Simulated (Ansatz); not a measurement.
How far to go with the plane-wave cutoff: YSi2 (P1, 6 atoms in the cell)

```xyz
6
Lattice="2.7985 -2.7973 0.0000 2.7985 2.7973 0.0000 -2.6952 0.0000 7.2922" Properties=species:S:1:pos:R:3 pbc="T T T"
Y      0.7771    -0.7024     5.5192
Y      2.1247     0.7024     1.8231
Si     0.7581     2.0936     4.2669
Si     2.1438    -2.0936     3.0253
Si     0.7962     2.0936     6.6714
Si     2.1057    -2.0936     0.6208
```

Method: LDA (PW92), default PAW files made with PBE (plane waves; Ansatz, a program for electronic structure).

Base settings: basis.ecutwfc = 30.9 Ry; kpoints.mp_grid.grid = 6 6 2; hamiltonian.xc = lda; hamiltonian.pseudopotentials = {kind: paw} (the program's default PAW files); scf.occupations.method = gaussian; scf.occupations.width = 0.0073 Ry.

The second cell is the first with its lattice scaled by 0.98.

The mesh stays at the base's, so the ladder's end is converged at best in this setting alone.

The first pressure column holds Ansatz's estimate of the finite-basis (Pulay) stress, which hides part of the cutoff error; the other is without it.

Only quantities that move along the ladder and can be compared are tabulated.

The count of work is k-points × plane waves × bands × iterations; it is no time. 

The starting cell comes from a database of computed structures (which also holds hypothetical and non-ambient phases and stackings), without a prior relaxation at this level. Its lattice was rescaled by up to half a per cent. One atom was moved a little off its site on purpose. In the base run, with a pressure of about -4 GPa the cell is away from its equilibrium volume at this level. Without a gap this mesh is coarse (it stands for a supercell whose shortest vector is 16 Å).

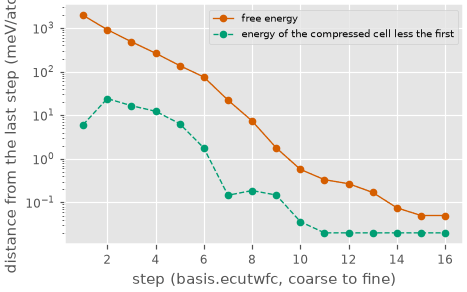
Figure. Distance from the last step along the ladder; very small values are drawn at a floor.

```csv
basis.ecutwfc,free energy less the last step's (meV/atom),energy of the compressed cell less the first (meV/atom),pressure (GPa),pressure without the Pulay estimate (GPa),largest difference of a force vector from the last step's (eV/Å),count of work / last
10.7 Ry,1962.19,-1.39,-3.70,-51.39,0.059,0.056
12.5 Ry,921.66,16.71,-1.43,-29.14,0.035,0.070
14 Ry,486.11,9.10,-2.20,-18.54,0.033,0.081
15.4 Ry,265.58,4.90,-2.47,-12.52,0.030,0.096
16.9 Ry,138.03,-1.06,-3.18,-8.68,0.018,0.11
18.4 Ry,75.35,-5.69,-3.64,-6.60,0.009,0.12
21.7 Ry,22.27,-7.31,-3.69,-4.70,0.001,0.16
24.6 Ry,7.39,-7.27,-3.72,-4.12,0.003,0.19
27.9 Ry,1.79,-7.31,-3.73,-3.85,0.000,0.23
30.9 Ry,0.57,-7.42,-3.74,-3.77,0.000,0.27
33.8 Ry,0.33,-7.44,-3.74,-3.75,0.000,0.31
37.1 Ry,0.27,-7.44,-3.74,-3.75,0.000,0.35
41.5 Ry,0.17,-7.45,-3.74,-3.75,0.000,0.42
46.3 Ry,0.08,-7.45,-3.75,-3.75,0.000,0.49
54 Ry,0.03,-7.46,-3.75,-3.75,0.000,0.62
61.7 Ry,0.02,-7.46,-3.75,-3.75,0.000,0.76
74.2 Ry,0.00,-7.46,-3.75,-3.75,0.000,1.0
```

Coarsest basis.ecutwfc that holds the free energy within 0.5 meV/atom of the last step, with all finer ones: 33.8 Ry, at 0.31 of the last step's count of work; the step before is off by 0.57 meV/atom.

Coarsest basis.ecutwfc that holds the pressure without the Pulay estimate within 0.5 GPa of the last step, with all finer ones: 24.6 Ry, at 0.19 of the last step's count of work; the step before is off by 0.95 GPa.

Coarsest basis.ecutwfc that holds the energy of the compressed cell less the first within 1 meV/atom of the last step, with all finer ones: 21.7 Ry, at 0.16 of the last step's count of work; the step before is off by 1.8 meV/atom.

The energy difference between the two cells stays within 1 meV/atom of the last step's from 21.7 Ry on, the total only from 30.9 Ry on: much of the error is common to both cells and cancels.

At the lowest cutoff the pressure without the Pulay estimate lies 47.6 GPa under the last step's, the usual sign of Pulay stress in an incomplete plane-wave basis.

Keys are those of Ansatz 0.2.
